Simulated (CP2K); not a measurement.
**One shape, several levels: CHClFNOSi (SMILES O=C=N[SiH](F)Cl)**

Aim: a comparison of 3 runs (B3LYP/6-31G*, PBE0/TZV2P-MOLOPT-PBE0-GTH, revPBE-D3(BJ)/TZV2P-MOLOPT-PBE-GTH) of CHClFNOSi. 

The calculation is run with CP2K 2026.2.

4 further runs of the same task are left out: 3 that didn't finish, 1 set aside as unsound or not needed. Runs told in other sessions of the task aren't counted.

## Step 1: The structure to begin with

CHClFNOSi has 7 atoms, charge 0, and is taken as a singlet. SMILES: `O=C=N[SiH](F)Cl`. The coordinates come from a PBE0-D4/def2-TZVP relaxation. This is one conformer, not always the lowest.

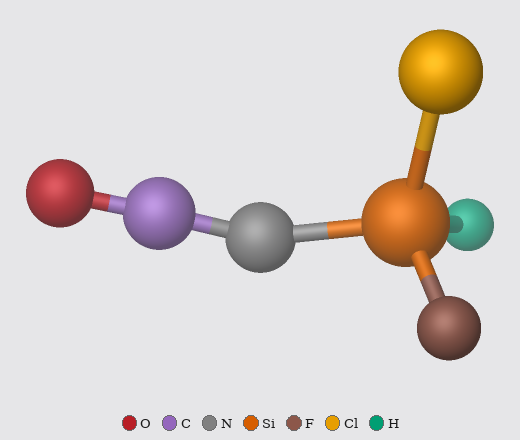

Viewed from a chosen angle; oxygen red, carbon purple, nitrogen grey, silicon orange, fluorine brown, chlorine amber, hydrogen teal.

## Step 2: A single-point energy at B3LYP/6-31G(d) (spherical functions) (run 1)

Contents of molecule.xyz:

```xyz
7

O      0.815200    -2.357500     1.658700
C      0.512200    -1.559700     0.874600
N      0.199300    -0.771000     0.028300
Si    -0.274200     0.722000    -0.596700
F      0.917700     1.292700    -1.464400
Cl    -0.652900     2.033600     0.904000
H     -1.456100     0.571700    -1.450200
```

Contents of run.inp:

```
&GLOBAL
  PROJECT_NAME run
  RUN_TYPE ENERGY
  PRINT_LEVEL MEDIUM
&END

&FORCE_EVAL
  METHOD QUICKSTEP
  &DFT
    BASIS_SET_FILE_NAME ./6_31gs.basis
    POTENTIAL_FILE_NAME POTENTIAL
    CHARGE 0
    MULTIPLICITY 1
    # Quickstep
    &QS
      METHOD GAPW
      EPS_DEFAULT 1.0E-10
    &END
    # plane-wave cutoff in Ry
    &MGRID
      CUTOFF 280
      REL_CUTOFF 50
      NGRIDS 4
    &END
    &POISSON
      PERIODIC NONE
      POISSON_SOLVER MULTIPOLE
    &END
    # SCF settings
    &SCF
      SCF_GUESS ATOMIC
      EPS_SCF 1.0E-07
      MAX_SCF 150
      ADDED_MOS 10
      &DIAGONALIZATION
        ALGORITHM STANDARD
      &END
      &MIXING
        METHOD DIRECT_P_MIXING
        ALPHA 0.4
      &END
    &END
    &XC
      &XC_FUNCTIONAL
        &HYB_GGA_XC_B3LYP
        &END
      &END
      # exact exchange
      &HF
        FRACTION 0.2
        &SCREENING
          EPS_SCHWARZ 1.0E-10
          SCREEN_ON_INITIAL_P F
        &END
        &INTERACTION_POTENTIAL
          POTENTIAL_TYPE COULOMB
        &END
        &MEMORY
          MAX_MEMORY 1050
        &END
      &END
    &END
    # extra output
    &PRINT
      &MOMENTS
        PERIODIC F
        REFERENCE COM
        MAX_MOMENT 1
      &END
      &MO ON
        ENERGIES T
        OCCUPATION_NUMBERS T
        NDIGITS 6
        &EACH
          QS_SCF 0
        &END
        ADD_LAST NUMERIC
      &END
      &LOWDIN ON
      &END
      &HIRSHFELD OFF
      &END
      &MO_MOLDEN ON
        NDIGITS 8
      &END
    &END
  &END
  # atoms, cell and kinds
  &SUBSYS
    &CELL
      ABC [angstrom] 9.4 11.4 10.1
      PERIODIC NONE
    &END
    &TOPOLOGY
      COORD_FILE_NAME molecule.xyz
      COORD_FILE_FORMAT XYZ
      &CENTER_COORDINATES
      &END
    &END
    &KIND O
      BASIS_SET 6-31Gs
      POTENTIAL ALL
      LEBEDEV_GRID 194
      RADIAL_GRID 100
    &END
    &KIND C
      BASIS_SET 6-31Gs
      POTENTIAL ALL
      LEBEDEV_GRID 194
      RADIAL_GRID 100
    &END
    &KIND N
      BASIS_SET 6-31Gs
      POTENTIAL ALL
      LEBEDEV_GRID 194
      RADIAL_GRID 100
    &END
    &KIND Si
      BASIS_SET 6-31Gs
      POTENTIAL ALL
      LEBEDEV_GRID 194
      RADIAL_GRID 100
    &END
    &KIND F
      BASIS_SET 6-31Gs
      POTENTIAL ALL
      LEBEDEV_GRID 194
      RADIAL_GRID 100
    &END
    &KIND Cl
      BASIS_SET 6-31Gs
      POTENTIAL ALL
      LEBEDEV_GRID 194
      RADIAL_GRID 100
    &END
    &KIND H
      BASIS_SET 6-31Gs
      POTENTIAL ALL
      LEBEDEV_GRID 194
      RADIAL_GRID 100
    &END
  &END
&END
```

Command:

```bash
$ OMP_NUM_THREADS=1 cp2k.psmp run.inp > run.out
```

Log:

```text
CP2K| version string:                                       CP2K version 2026.2
[...]
 GLOBAL| Method name                                                        CP2K
[...]
 GLOBAL| Run type                                                         ENERGY
[...]
 DFT| Spin restricted Kohn-Sham (RKS) calculation                            RKS
 DFT| Multiplicity                                                             1
[...]
 DFT| Charge                                                                   0
[...]
 FUNCTIONAL| HYB_GGA_XC_B3LYP:
[...]
 QS| Method:                                                                GAPW
[...]
 QS| Density cutoff [a.u.]:                                                140.0
[...]
 QS| Relative density cutoff [a.u.]:                                        25.0
[...]
                             - Atoms:                                          7
[...]
                             - Spherical basis functions:                     94
[...]
 Number of electrons:                                                         62
[...]
     1 P_Mix/Diag. 0.40E+00    9.1     0.61868620     -1019.4393469332 -1.02E+03
[...]
    15 DIIS/Diag.  0.16E-06    1.4     0.00000006     -1018.3583056485  9.09E-13
  *** SCF run converged in    15 steps ***
[...]
  Overlap energy of the core charge distribution:               0.00001760988389
  Self energy of the core charge distribution:               -580.29914087520876
  Core Hamiltonian energy:                                   -452.47787057551199
  Hartree energy:                                             149.56754819087038
  Exchange-correlation energy:                                -17.33800324794241
  Hartree-Fock Exchange energy:                               -15.70068627352539
[...]
                     Mulliken Population Analysis
 #  Atom  Element  Kind  Atomic population                           Net charge
       1     O        1          8.305240                             -0.305240
       2     C        2          5.474715                              0.525285
       3     N        3          7.416093                             -0.416093
       4     Si       4         13.157878                              0.842122
       5     F        5          9.358403                             -0.358403
       6     Cl       6         17.225992                             -0.225992
       7     H        7          1.061679                             -0.061679
 # Total charge                             62.000000                  0.000000
[...]
  Dipole moment [Debye]
    X= -0.9489216E+00 Y= -0.2390002E+00 Z= -0.7731331E+00  Total=      1.2471199
 ENERGY| Total FORCE_EVAL ( QS ) energy [hartree]          -1018.358305648505848
[...]
```

Run time: 29 s. Hardware: 1 thread of Arm Neoverse V2, shared host; peak memory 0.65 GiB.

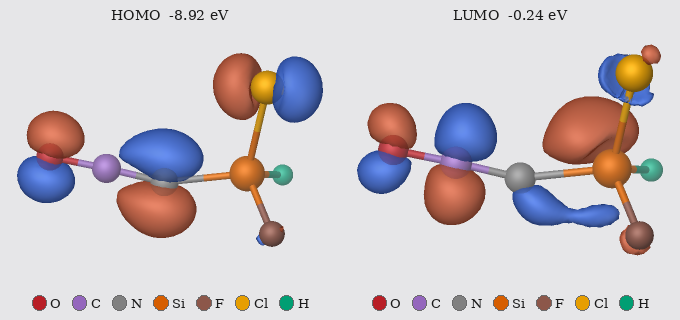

Frontier orbitals of this run, surfaces at ±0.2 Å^-3/2.

## Step 3: A single-point energy at PBE0/TZV2P-MOLOPT-PBE0-GTH (core potential) (run 2)

Contents of job.inp:

```
&GLOBAL
   PROJECT_NAME job
   RUN_TYPE ENERGY
   PRINT_LEVEL MEDIUM
&END GLOBAL

&FORCE_EVAL
   METHOD QUICKSTEP
   &DFT
      BASIS_SET_FILE_NAME BASIS_MOLOPT_UZH
      BASIS_SET_FILE_NAME BASIS_ADMM_UZH
      POTENTIAL_FILE_NAME POTENTIAL_UZH
      CHARGE 0
      MULTIPLICITY 1
      &QS
         METHOD GPW
         EPS_DEFAULT 1.0E-10
      &END QS
      &MGRID
         CUTOFF 400
         REL_CUTOFF 50
         NGRIDS 4
      &END MGRID
      &POISSON
         PERIODIC NONE
         POISSON_SOLVER MULTIPOLE
      &END POISSON
      # SCF settings
      &SCF
         SCF_GUESS ATOMIC
         EPS_SCF 1.0E-06
         MAX_SCF 150
         ADDED_MOS 10
         &DIAGONALIZATION
            ALGORITHM STANDARD
         &END DIAGONALIZATION
         &MIXING
            METHOD DIRECT_P_MIXING
            ALPHA 0.4
         &END MIXING
      &END SCF
      &XC
         &XC_FUNCTIONAL
            &PBE
               SCALE_X 0.75
               SCALE_C 1.0
            &END PBE
         &END XC_FUNCTIONAL
         &HF
            FRACTION 0.25
            &SCREENING
               EPS_SCHWARZ 1.0E-09
               SCREEN_ON_INITIAL_P F
            &END SCREENING
            &INTERACTION_POTENTIAL
               POTENTIAL_TYPE COULOMB
            &END INTERACTION_POTENTIAL
            &MEMORY
               MAX_MEMORY 1050
            &END MEMORY
         &END HF
      &END XC
      &AUXILIARY_DENSITY_MATRIX_METHOD
         ADMM_TYPE ADMMS
         EXCH_CORRECTION_FUNC PBEX
      &END AUXILIARY_DENSITY_MATRIX_METHOD
      # extra output
      &PRINT
         &MOMENTS
            PERIODIC F
            REFERENCE COM
            MAX_MOMENT 1
         &END MOMENTS
         &MO ON
            ENERGIES T
            OCCUPATION_NUMBERS T
            NDIGITS 6
            &EACH
               QS_SCF 0
            &END EACH
            ADD_LAST NUMERIC
         &END MO
         &HIRSHFELD OFF
         &END HIRSHFELD
      &END PRINT
   &END DFT
   # atoms, cell and kinds
   &SUBSYS
      # vacuum box
      &CELL
         ABC [angstrom] 9.4 11.4 10.1
         PERIODIC NONE
      &END CELL
      &COORD
         O      5.784400     3.504450     6.611550
         C      5.481400     4.302250     5.827450
         N      5.168500     5.090950     4.981150
         Si     4.695000     6.583950     4.356150
         F      5.886900     7.154650     3.488450
         Cl     4.316300     7.895550     5.856850
         H      3.513100     6.433650     3.502650
      &END COORD
      &KIND O
         BASIS_SET ORB TZV2P-MOLOPT-PBE0-GTH-q6
         BASIS_SET AUX_FIT admm-tzp-q6
         POTENTIAL GTH-PBE0-q6
      &END KIND
      &KIND C
         BASIS_SET ORB TZV2P-MOLOPT-PBE0-GTH-q4
         BASIS_SET AUX_FIT admm-tzp-q4
         POTENTIAL GTH-PBE0-q4
      &END KIND
      &KIND N
         BASIS_SET ORB TZV2P-MOLOPT-PBE0-GTH-q5
         BASIS_SET AUX_FIT admm-tzp-q5
         POTENTIAL GTH-PBE0-q5
      &END KIND
      &KIND Si
         BASIS_SET ORB TZV2P-MOLOPT-PBE0-GTH-q4
         BASIS_SET AUX_FIT admm-tzp-q4
         POTENTIAL GTH-PBE0-q4
      &END KIND
      &KIND F
         BASIS_SET ORB TZV2P-MOLOPT-PBE0-GTH-q7
         BASIS_SET AUX_FIT admm-tzp-q7
         POTENTIAL GTH-PBE0-q7
      &END KIND
      &KIND Cl
         BASIS_SET ORB TZV2P-MOLOPT-PBE0-GTH-q7
         BASIS_SET AUX_FIT admm-tzp-q7
         POTENTIAL GTH-PBE0-q7
      &END KIND
      &KIND H
         BASIS_SET ORB TZV2P-MOLOPT-PBE0-GTH-q1
         BASIS_SET AUX_FIT admm-tzp-q1
         POTENTIAL GTH-PBE0-q1
      &END KIND
   &END SUBSYS
&END FORCE_EVAL
```

Command:

```bash
$ OMP_NUM_THREADS=1 cp2k.psmp job.inp > job.out
```

Log (excerpt; [...] marks lines left out):

```text
CP2K| version string:                                       CP2K version 2026.2
[...]
 GLOBAL| Method name                                                        CP2K
[...]
 GLOBAL| Run type                                                         ENERGY
[...]
 DFT| Spin restricted Kohn-Sham (RKS) calculation                            RKS
 DFT| Multiplicity                                                             1
[...]
 DFT| Charge                                                                   0
[...]
 FUNCTIONAL| PBE:
 QS| Method:                                                                 GPW
[...]
 QS| Density cutoff [a.u.]:                                                200.0
[...]
 QS| Relative density cutoff [a.u.]:                                        25.0
[...]
                             - Atoms:                                          7
[...]
                             - Spherical basis functions:                    188
[...]
 Number of electrons:                                                         34
[...]
     1 P_Mix/Diag. 0.40E+00    6.2     1.76562905       -72.5341086477 -7.25E+01
[...]
    18 DIIS/Diag.  0.13E-05    2.9     0.00000077       -75.4931283541  4.69E-13
  *** SCF run converged in    18 steps ***
[...]
  Overlap energy of the core charge distribution:               0.00000493620235
  Self energy of the core charge distribution:               -189.85201612067459
  Core Hamiltonian energy:                                     51.90705040230085
  Hartree energy:                                              79.36436165258763
  Exchange-correlation energy:                                -13.01894264824125
  Hartree-Fock Exchange energy:                                -3.89358657632260
  Total energy:                                               -75.49312835414760
[...]
                     Mulliken Population Analysis
 #  Atom  Element  Kind  Atomic population                           Net charge
       1     O        1          6.158446                             -0.158446
       2     C        2          3.749118                              0.250882
       3     N        3          5.332890                             -0.332890
[...]
  Dipole moment [Debye]
    X= -0.1117579E+01 Y=  0.4324837E-01 Z= -0.5959563E+00  Total=      1.2672877
 ENERGY| Total FORCE_EVAL ( QS ) energy [hartree]            -75.493128354147601
[...]
```

Run time: 56 s. Hardware: 1 thread of Arm Neoverse V2, shared host; peak memory 1.1 GiB.

## Step 4: A single-point energy at revPBE-D3(BJ)/TZV2P-MOLOPT-PBE-GTH (core potential) (run 3)

Contents of qs.inp:

```
&GLOBAL
 PROJECT_NAME qs
 RUN_TYPE ENERGY
 PRINT_LEVEL MEDIUM
&END GLOBAL
&FORCE_EVAL
 METHOD QUICKSTEP
 &DFT
  BASIS_SET_FILE_NAME BASIS_MOLOPT_UZH
  POTENTIAL_FILE_NAME POTENTIAL_UZH
  ! Quickstep
  &QS
   METHOD GPW
   EPS_DEFAULT 1.0E-10
  &END QS
  ! real-space grids
  &MGRID
   CUTOFF 400
   REL_CUTOFF 50
   NGRIDS 4
  &END MGRID
  ! cluster boundary conditions
  &POISSON
   PERIODIC NONE
   POISSON_SOLVER MULTIPOLE
  &END POISSON
  &SCF
   SCF_GUESS ATOMIC
   EPS_SCF 1.0E-06
   MAX_SCF 150
   ADDED_MOS 5
   &DIAGONALIZATION
    ALGORITHM STANDARD
   &END DIAGONALIZATION
   &MIXING
    METHOD BROYDEN_MIXING
    ALPHA 0.3
    NBUFFER 8
   &END MIXING
  &END SCF
  ! functional
  &XC
   &XC_FUNCTIONAL
    &PBE
     PARAMETRIZATION REVPBE
    &END PBE
   &END XC_FUNCTIONAL
   &VDW_POTENTIAL
    POTENTIAL_TYPE PAIR_POTENTIAL
    &PAIR_POTENTIAL
     TYPE DFTD3(BJ)
     PARAMETER_FILE_NAME dftd3.dat
     REFERENCE_FUNCTIONAL revPBE
     R_CUTOFF 15
    &END PAIR_POTENTIAL
   &END VDW_POTENTIAL
  &END XC
  &PRINT
   &MOMENTS
    PERIODIC F
    REFERENCE COM
    MAX_MOMENT 1
   &END MOMENTS
   &MO ON
    ENERGIES T
    OCCUPATION_NUMBERS T
    NDIGITS 6
    &EACH
     QS_SCF 0
    &END EACH
    ADD_LAST NUMERIC
   &END MO
   &HIRSHFELD OFF
   &END HIRSHFELD
  &END PRINT
 &END DFT
 &SUBSYS
  &CELL
   ABC 9.4 11.4 10.1
   PERIODIC NONE
  &END CELL
  &COORD
   UNIT bohr
   O      1.5405047    -4.4550293     3.1344887
   C      0.9679177    -2.9474058     1.6527545
   N      0.3766224    -1.4569788     0.0534792
   Si    -0.5181629     1.3643823    -1.1275996
   F      1.7342017     2.4428490    -2.7673149
   Cl    -1.2338022     3.8429470     1.7083124
   H     -2.7516302     1.0803564    -2.7404808
  &END COORD
  &TOPOLOGY
   &CENTER_COORDINATES
   &END CENTER_COORDINATES
  &END TOPOLOGY
  &KIND O
   BASIS_SET TZV2P-MOLOPT-PBE-GTH-q6
   POTENTIAL GTH-PBE-q6
  &END KIND
  &KIND C
   BASIS_SET TZV2P-MOLOPT-PBE-GTH-q4
   POTENTIAL GTH-PBE-q4
  &END KIND
  &KIND N
   BASIS_SET TZV2P-MOLOPT-PBE-GTH-q5
   POTENTIAL GTH-PBE-q5
  &END KIND
  &KIND Si
   BASIS_SET TZV2P-MOLOPT-PBE-GTH-q4
   POTENTIAL GTH-PBE-q4
  &END KIND
  &KIND F
   BASIS_SET TZV2P-MOLOPT-PBE-GTH-q7
   POTENTIAL GTH-PBE-q7
  &END KIND
  &KIND Cl
   BASIS_SET TZV2P-MOLOPT-PBE-GTH-q7
   POTENTIAL GTH-PBE-q7
  &END KIND
  &KIND H
   BASIS_SET TZV2P-MOLOPT-PBE-GTH-q1
   POTENTIAL GTH-PBE-q1
  &END KIND
 &END SUBSYS
&END FORCE_EVAL
```

Command:

```bash
$ OMP_NUM_THREADS=1 cp2k.psmp -i qs.inp -o qs.out
```

Log (excerpt; [...] marks lines left out):

```text
CP2K| version string:                                       CP2K version 2026.2
[...]
 GLOBAL| Method name                                                        CP2K
[...]
 GLOBAL| Run type                                                         ENERGY
[...]
 DFT| Spin restricted Kohn-Sham (RKS) calculation                            RKS
 DFT| Multiplicity                                                             1
[...]
 DFT| Charge                                                                   0
[...]
 FUNCTIONAL| PBE:
[...]
 QS| Method:                                                                 GPW
[...]
 QS| Density cutoff [a.u.]:                                                200.0
[...]
 QS| Relative density cutoff [a.u.]:                                        25.0
[...]
                             - Atoms:                                          7
[...]
                             - Spherical basis functions:                    188
[...]
 Number of electrons:                                                         34
[...]
     1 NoMix/Diag. 0.30E+00    1.2     0.90471694       -75.3560241957 -7.54E+01
[...]
    22 Broy./Diag. 0.30E+00    1.6     0.00000079       -75.6421913898  7.18E-08
  *** SCF run converged in    22 steps ***
[...]
  Overlap energy of the core charge distribution:               0.00000436250283
  Self energy of the core charge distribution:               -189.44055201362312
  Core Hamiltonian energy:                                     52.17375736168822
  Hartree energy:                                              78.71786238478813
  Exchange-correlation energy:                                -17.07786364682309
  Dispersion energy:                                           -0.01539983835649
  Total energy:                                               -75.64219138982351
[...]
                     Mulliken Population Analysis
 #  Atom  Element  Kind  Atomic population                           Net charge
       1     O        1          6.530817                             -0.530817
       2     C        2          3.051398                              0.948602
       3     N        3          5.687323                             -0.687323
[...]
  Dipole moment [Debye]
    X= -0.1015503E+01 Y=  0.4127943E-01 Z= -0.5534140E+00  Total=      1.1572460
 ENERGY| Total FORCE_EVAL ( QS ) energy [hartree]            -75.642191389823509
[...]
```

Wall time 34 s (1 thread of Arm Neoverse V2, shared host); peak memory 1.6 GiB.

## Step 5: The series

| run | level | core potential | scheme | energy (Eh) | dipole moment (D) | HOMO energy (eV) | LUMO energy (eV) | wall time |
| --- | --- | --- | --- | --- | --- | --- | --- | --- |
| 1 | B3LYP/6-31G* (spherical functions) | none | GAPW | -1018.358306 | 1.25 | -8.92 | -0.24 | 29 s |
| 2 | PBE0/TZV2P-MOLOPT-PBE0-GTH (core potential) | GTH-PBE0 | GPW | -75.493128 | 1.27 | -9.38 | -0.32 | 56 s |
| 3 | revPBE-D3(BJ)/TZV2P-MOLOPT-PBE-GTH (core potential) | GTH-PBE | GPW | -75.642191 | 1.16 | -7.91 | -1.21 | 34 s |

## Step 6: Results

| quantity | value |
| --- | --- |
| run 3: total energy | -75.64219 Eh |
| run 3: dipole moment | 1.16 D |
| run 3: HOMO energy | -7.91 eV |
| run 3: LUMO energy | -1.21 eV |
| run 3: HOMO–LUMO gap | 6.71 eV |
| run 3: dispersion energy | -40.43 kJ/mol |

**Reading.** The dipole moment (its size) runs from 1.16 D (revPBE-D3(BJ)/TZV2P-MOLOPT-PBE-GTH) to 1.27 D (PBE0/TZV2P-MOLOPT-PBE0-GTH). The two ends differ in method and basis. The HOMO–LUMO gap runs from 6.71 eV (revPBE-D3(BJ)/TZV2P-MOLOPT-PBE-GTH) to 9.06 eV (PBE0/TZV2P-MOLOPT-PBE0-GTH). Totals of different functionals can't be ranked against each other. Some runs of one species differ in core potentials or relativity; totals across that change don't compare. All runs together took 2 min, the longest 56 s.
